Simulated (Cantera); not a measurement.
Feed: 1 mol CH3Cl, 0.19 mol HCl, equilibrated at 74.3 Torr.

Cantera equilibrium calculation (NASA polynomials, part measured and part estimated; ideal gas, pure solids and liquids). Candidate condensed phases: C, C6H6, C7H8, C8H18; 91 gas species. The tables' values for CCl are old estimates; treat these amounts as uncertain. Equilibrium is a limit: real reactors are often held back by kinetics, nucleation or transport.

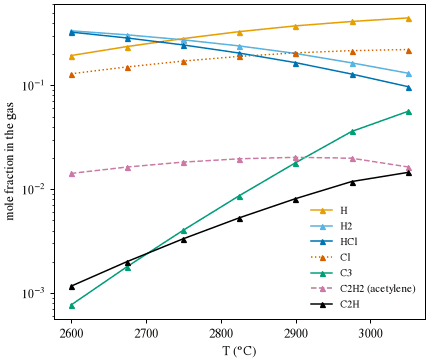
*Equilibrium gas composition (values under 1e-9 drawn at 1e-9)*

From 2600 °C to 2975 °C the condensed part is C(graphite). At 3050 °C nothing is condensed. The main C-bearing gas is C2H2 (acetylene) at 2600 °C and C3 at 3050 °C. The share of C in condensed phases is highest at 2600 °C (90.8 %) and lowest at 3050 °C (0.0 %).
